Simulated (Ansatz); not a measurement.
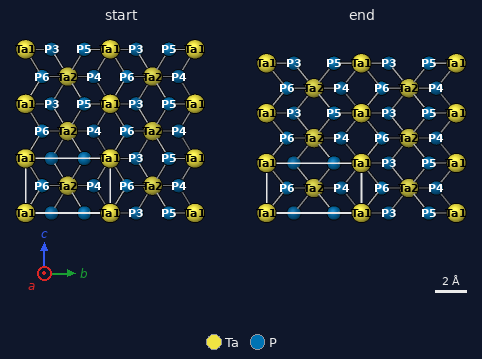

The structure of solid TaP₂ (built on the rutile_136 type) (coarse preliminary run) before (left) and after (right) a relaxation, at one scale.

A ball-and-stick model of the cell of the calculation, repeated 1 × 2 × 3 with one cell outlined, seen along the a axis.

Case: rutile type (P4_2/mnm, No. 136).

All numbers below come from DFT PBE, scalar-relativistic, plane waves, PAW in Ansatz 0.2.0. Settings: plane-wave cutoff 420 eV; k-point mesh 4 × 4 × 6; occupations gaussian; smearing width 0.1 eV; no spin polarisation; cell and atoms relaxed; force threshold 0.04 eV/Å; at most 70 steps.

What changed between the two?

The largest moves relative to the cell, 0.15 Å, are those of P3, P4, P5 and P6. P4 goes along [1 −1 0]. Ta stays in place. The volume changes by +14.8 %, with a = b 5.527 → 6.191 Å (+12.0 %), c 3.560 → 3.256 Å (−8.5 %). Among the contacts that change: Ta1–Ta1 3.560 → 3.256 Å, Ta1–P3 2.392 → 2.529 Å, Ta1–P4 2.338 → 2.463 Å. Bond angles that change, for instance: P4–Ta1–P4 99.1° → 82.7°, Ta2–P3–Ta2 99.1° → 82.7°, P4–Ta1–P6 80.9° → 97.3°. The space group stays P4_2/mnm (No. 136). The energy falls by 378 meV per atom in 6 accepted moves (7 points after the start). Largest force component: 1.5 eV/Å at the start, 0.0064 eV/Å at the end. The pressure goes from 24.98 to 0.16 GPa. The SCF was repeated once at an unchanged geometry on a basis and grid sized afresh for the cell, which shifted the energy by 3.9 meV per atom at most. Cost: 46 s on 1 thread of Arm Neoverse V1, on a shared host, peak memory 0.4 GiB.
